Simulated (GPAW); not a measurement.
# Optical response of CoSi2

Aim: the dielectric function of CoSi2, and the optical constants that follow from it. The cell comes from an older database entry, whose edges can differ from later determinations, mostly by under a per cent.

Calculated with GPAW 26.7.0; DFT, LDA, plane-wave PAW (GPAW data sets), scalar-relativistic, RPA, optical limit.

The database entry behind the starting cell differs from later determinations by our own check (0.1 to 0.3 % short, probably kX units), so it need not match the best structure at ambient conditions.

## (1) Starting point

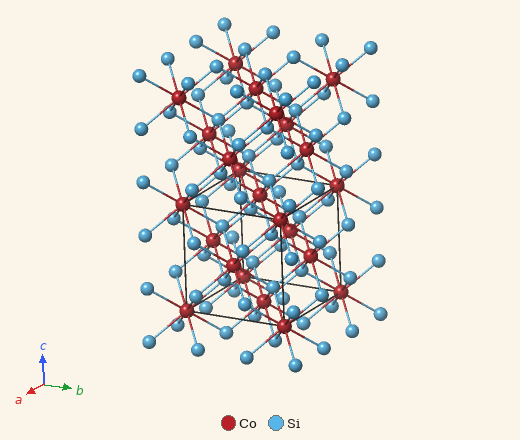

Start, viewed slightly off an axis; cobalt red, silicon blue. 1×1×2 cells are drawn. This picture shows the conventional cell, with its axes. Some periodic images of atoms are drawn too.

Structure file:

```xyz
3
Lattice="0.0000 2.6780 2.6780 2.6780 0.0000 2.6780 2.6780 2.6780 0.0000" Properties=species:S:1:pos:R:3 pbc="T T T"
Co    0.0000    0.0000    0.0000
Si    4.0170    4.0170    4.0170
Si    1.3390    1.3390    1.3390
```

## (2) Bands for the response

The response needs many more empty bands than the density does.

This step: DFT, LDA, plane-wave PAW (GPAW data sets), scalar-relativistic, bands at fixed density (GPAW 26.7.0).

Contents of nscf.py:

```python
from ase.dft.bandgap import bandgap
from gpaw import GPAW, FermiDirac

calc = GPAW('gs.gpw').fixed_density(kpts={'size': (10, 10, 10), 'gamma': True}, nbands=45, convergence={'bands': 39},
                                    occupations=FermiDirac(0.05), txt='nscf.txt')
print('gap (eV)', bandgap(calc, output=None)[0])
print('direct gap (eV)', bandgap(calc, direct=True, output=None)[0])
print('top band over the Fermi level (eV)', min(calc.get_eigenvalues(kpt=k)[38] for k in range(len(calc.get_ibz_k_points()))) - calc.get_fermi_level())
calc.write('full.gpw', mode='all')
```

The run is started by

```bash
$ OMP_NUM_THREADS=1 python nscf.py
```

Numbers of over 12 decimals in the logs are rounded to 6 here.

The program printed:

```text
Diagonalizing LCAO Hamiltonian
Converting LCAO to pw mode
convergence criteria:
- Maximum integral of absolute [eigenst]ate change: 4e-08 eV^2 / valence electron
maximum number of iterations: 150

SCF iterations
|iter     |      energy | eigst |  dens |
|iter:   1||             | +3.69 |       |
|iter:   2||             | +2.31 |       |
|iter:   3||             | +1.68 |       |
|iter:   4||             | +1.36 |       |
|iter:   5||             | +0.69 |       |
|iter:   6||             | -0.43 |       |
|iter:   7||             | -1.10 |       |
|iter:   8||             | -1.60 |       |
|iter:   9||             | -2.05 |       |
|iter:  10||             | -2.53 |       |
|iter:  11||             | -3.00 |       |
|iter:  12||             | -3.50 |       |
|iter:  13||             | -3.99 |       |
|iter:  14||             | -4.52 |       |
|iter:  15||             | -5.00 |       |
|iter:  16||             | -5.49 |       |
|iter:  17||             | -5.97 |       |
|iter:  18||             | -6.41 |       |
|iter:  19||             | -6.76 |       |
|iter:  20||             | -7.02 |       |
|iter:  21||             | -7.23 |       |
|iter:  22||             | -7.37 |       |
|iter:  23||             | -7.55c|       |
SCF steps: 23
  __  _  _
 | _ |_)|_||  |
 |__||  | ||/\| - 26.7.0

Versions:
  Python: 3.12.14
  ASE:    3.29.0
  Numpy:  2.5.5
  Scipy:  1.18.1
  Libxc:  7.0.0

Input parameters:
  mode=PW(ecut=500.0),
  convergence={'bands': 39},
  gpts=array([20, 20, 20]),
  kpts=MonkhorstPack(size=(10, 10, 10), gamma=True),
  maxiter=150,
  nbands=45,
  occupations=Occupations(name='fermi-dirac', width=0.05, fixmagmom=False),
  parallel={},
  xc=XC(name='LDA')

--- standard output ---
gap (eV) 0.0
direct gap (eV) 0.0
top band over the Fermi level (eV) 32.564516
```

Run time: 69 s. Hardware: 1 thread of Arm Neoverse V1, shared host; peak memory 0.18 GiB.

This run has no spin polarisation, although Co can carry a moment.

## (3) Dielectric function, RPA

Transitions between filled and empty bands, summed over the zone, give the optical response, so mesh, band count and broadening shape it.

The induced potential is part of this response.

This step: DFT, LDA, plane-wave PAW (GPAW data sets), scalar-relativistic, RPA, optical limit (GPAW 26.7.0).

Contents of df.py:

```python
from gpaw.response.df import DielectricFunction

df = DielectricFunction('full.gpw', frequencies={'type': 'nonlinear', 'domega0': 0.03, 'omega2': 8},
                        ecut=50,
                        eta=0.15,
                        nbands=39,
                        rate=0.05,
                        txt='df.txt')
for direction in ['x']:
    df.get_dielectric_function(xc='RPA', direction=direction, filename=f'df_{direction}.csv')
```

The run is started by

```bash
$ OMP_NUM_THREADS=1 python df.py
```

The program printed:

```text
Using integrator: PointIntegrator
NonLinearFrequencyDescriptor(from 0.000 to 50.231 eV, 466 points)
Nonperiodic BCs:  [False False False]
Using integrator: PointIntegrator
NonLinearFrequencyDescriptor(from 0.000 to 50.231 eV, 466 points)
Nonperiodic BCs:  [False False False]
Using integrator: PointIntegrator

Calculating chi0 body with:
    Ground state adapter containing:
    Number of spins: 1
    Number of kpoints: 1000
    Number of irreducible kpoints: 47
    Number of completely occupied states: 6
    Number of partially occupied states: 9

    Linear response parametrization:
    q_c: [0.0, 0.0, 0.0]
    Number of frequency points: 466
    Planewave cutoff: 50.0
    Number of bands: 39
    Number of planewaves: 27
    Broadening (eta): 0.15

Integrating chi0 body.

Symmetries of q_c:
    Direct symmetries (Uq -> q): 48
    Indirect symmetries (TUq -> q): 0
In total 48 allowed symmetries.

47 groups of equivalent kpoints. 95.3% reduction.

Integral kind: spectral function

Calculating chi0 optical extensions with:
    Ground state adapter containing:
    Number of spins: 1
    Number of kpoints: 1000
    Number of irreducible kpoints: 47
    Number of completely occupied states: 6
    Number of partially occupied states: 9

    Linear response parametrization:
    Number of frequency points: 466
    Planewave cutoff: 50.0
    Number of bands: 39
    Number of planewaves: 27
    Broadening (eta): 0.15
Integrating chi0 head and wings.

Symmetries of q_c:
    Direct symmetries (Uq -> q): 48
    Indirect symmetries (TUq -> q): 0
In total 48 allowed symmetries.

47 groups of equivalent kpoints. 95.3% reduction.

Integral kind: spectral function wings

Calculating drude chi0 with:
    Number of frequency points:466
    Plasma frequency decay rate: 0.05 eV

    Ground state adapter containing:
    Number of spins: 1
    Number of kpoints: 1000
    Number of irreducible kpoints: 47
    Number of completely occupied states: 6
    Number of partially occupied states: 9

Symmetries of q_c:
    Direct symmetries (Uq -> q): 48
    Indirect symmetries (TUq -> q): 0
In total 48 allowed symmetries.

47 groups of equivalent kpoints. 95.3% reduction.

Integral kind: intraband
Plasma frequency:
[[5.23+0.j 0.  -0.j 0.  +0.j]
 [0.  +0.j 5.23+0.j 0.  -0.j]
 [0.  +0.j 0.  -0.j 5.23+0.j]]
```

Run time: 9.2 s. Hardware: 1 thread; peak memory 0.23 GiB.

The Im ε, E ∥ x has structure finer than the step of the table below, so its rows give means over 1 eV, whole bins alone (the curve runs from 0.305 to 14.0 eV). Peaks (eV: height): 2.7: 13.5, 4.3: 12.2, 5.5: 19.5.

Sum at mesh points, not converged in k. The Im ε, E ∥ x by photon energy; means over each step:

```tsv
photon energy (eV)	Im ε, E ∥ x
1	15.1
2	6.50
3	11.8
4	10.7
5	12.6
6	14.2
7	8.49
8	4.86
9	3.22
10	2.15
11	1.65
12	1.24
13	0.838
```

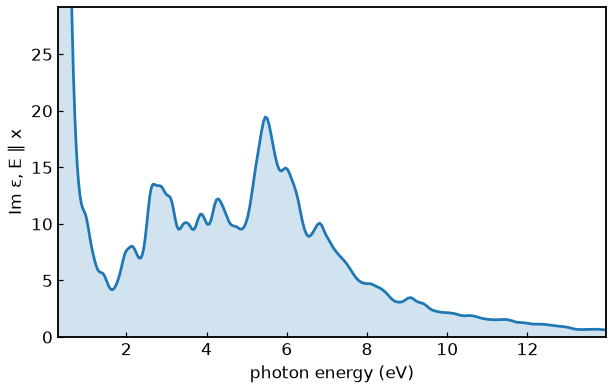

Im ε, E ∥ x, plotted against photon energy. Below 1 eV the curve runs off the scale.

Values under 1 per cm are given as 1; sum at mesh points, not converged in k. Absorption coefficient, E ∥ x against photon energy:

```tsv
photon energy (eV)	absorption coefficient, E ∥ x (1/cm)
1.01	4.5e5
1.99	2.6e5
3.02	6.2e5
3.98	7.1e5
4.98	8.1e5
6.02	1.9e6
6.99	2.0e6
8.03	1.9e6
9.02	1.8e6
10.03	1.8e6
11.03	1.7e6
12.02	1.7e6
13.00	1.6e6
```

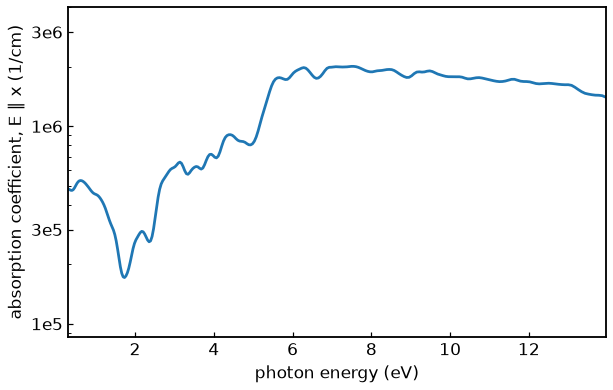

Absorption coefficient, E ∥ x, plotted against photon energy.

The loss function −Im 1/ε at q → 0, E ∥ x has structure finer than the step of the table below, so its rows give means over 1 eV, whole bins alone (the curve runs from 0.305 to 14.0 eV). Peaks (eV: height): 1.6: 0.224.

Sum at mesh points, not converged in k. Table of loss function −Im 1/ε at q → 0, E ∥ x by energy loss; means over each step:

```tsv
energy loss (eV)	loss function −Im 1/ε at q → 0, E ∥ x
1	0.0443
2	0.0947
3	0.0662
4	0.0740
5	0.0664
6	0.0652
7	0.0869
8	0.107
9	0.142
10	0.175
11	0.231
12	0.280
13	0.339
```

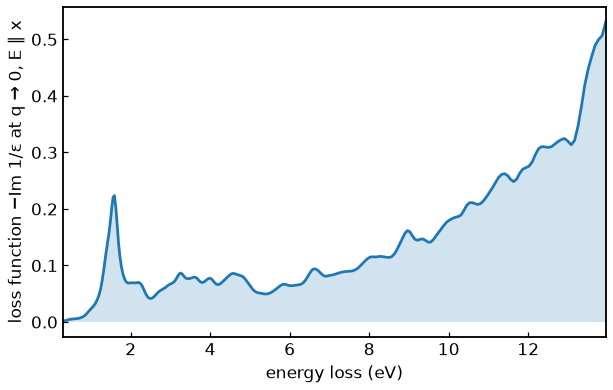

Loss function −Im 1/ε at q → 0, E ∥ x, plotted against energy loss.

The Im ε, E ∥ x has structure finer than the step of the table below, so its rows give means over 1 eV, whole bins alone (the curve runs from 0.305 to 14.0 eV). Peaks (eV: height): without local fields 2.7: 13.9, 4.3: 12.7, 5.5: 20.4; with local fields 2.7: 13.5, 4.3: 12.2, 5.5: 19.5.

Sum at mesh points, not converged in k. Table of Im ε, E ∥ x by photon energy; means over each step:

```tsv
photon energy (eV)	without local fields	with local fields
1	15.1	15.1
2	6.65	6.50
3	12.1	11.8
4	11.0	10.7
5	13.4	12.6
6	14.4	14.2
7	8.52	8.49
8	4.94	4.86
9	3.27	3.22
10	2.17	2.15
11	1.62	1.65
12	1.23	1.24
13	0.824	0.838
```

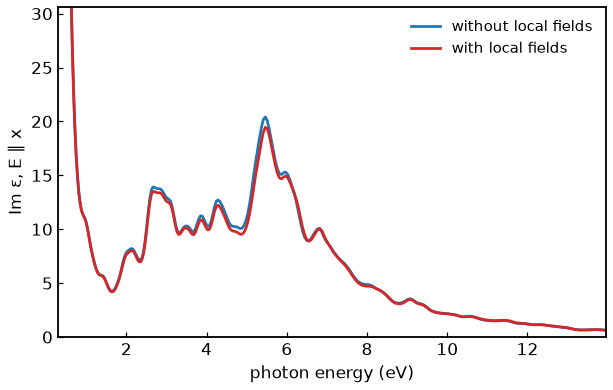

Im ε, E ∥ x, plotted against photon energy. Below 1 eV the curve runs off the scale.

Sum at mesh points, not converged in k. Reflectivity at normal incidence, E ∥ x against photon energy; read off at these points:

```tsv
photon energy (eV)	reflectivity at normal incidence, E ∥ x (%)
1.0	80.8
2.0	31.8
2.7	41.6
3.0	40.8
4.0	36.4
5.0	36.7
6.0	53.5
6.3	57.7
7.0	56.5
8.0	57.1
8.6	60.6
9.0	52.9
9.6	60.2
10.0	57.0
11.0	56.2
12.0	55.9
13.0	58.2
13.2	60.9
```

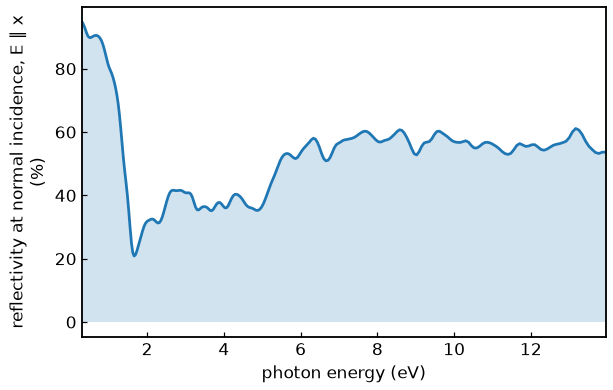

Reflectivity at normal incidence, E ∥ x against photon energy.

At chosen wavelengths:

```tsv
wavelength (nm)	n	k	R (%)	1/α
1550	1.15	6.126	89.1	20 nm
800	1.48	1.549	30.8	41 nm
532	3.13	1.116	31.6	38 nm
450	3.41	1.967	41.5	18 nm
405	3.03	2.058	40.8	16 nm
365	2.90	1.703	35.9	17 nm
248	3.17	1.626	36.7	12 nm
```

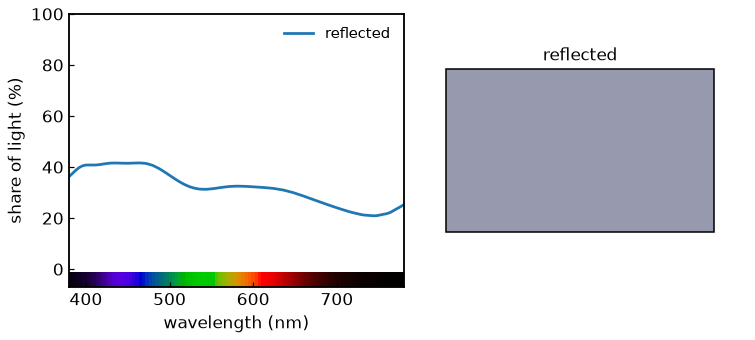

Light reflected across the visible range, with the colour that it makes of daylight (sRGB).

A polished face would reflect 33 % of daylight and look faintly blue (CIE x = 0.292, y = 0.300 under D65).

## (4) Outcome

At this level (LDA, RPA) CoSi2 is a metal. The mesh is too coarse to trust the carriers' weight, the reflectivity or the colour to better than tens of per cent. A polished face would reflect 33 % of daylight and look faintly blue (CIE x = 0.292, y = 0.300 under D65). The carriers' damping of 0.05 eV is typed, not computed; it shapes the response at the lowest energies. The run has no spin polarisation; magnetic order or correlation, untested here, could change the spectrum. In this version of GPAW the matrix elements of the optical limit are incomplete, which can lower ε − 1 by up to a tenth where first-row anions or d states rule, and shift it by more in d metals. GPAW's carrier term has the form −ωp²/(ω + i·rate)², which damps like twice the rate and fails at low energy, so the curves leave the lowest energies out. The sum runs over mesh points 0.20 Å⁻¹ apart with no interpolation, so peaks are partly noise of the mesh, and the Drude plasma energy, a sum over the Fermi surface, isn't converged.

[Machine, clock and banner lines and Python warnings are left out of the logs.]

[Logs are printed without paths, hosts, clocks, repeated set-up lines and the standing remarks that a program may print on its own settings, such as how far it seeks lower states.]

[Hosts, paths, dates, database ids (printed as entryN), source tags and the programs' standing remarks are cut or masked in the printed files.]
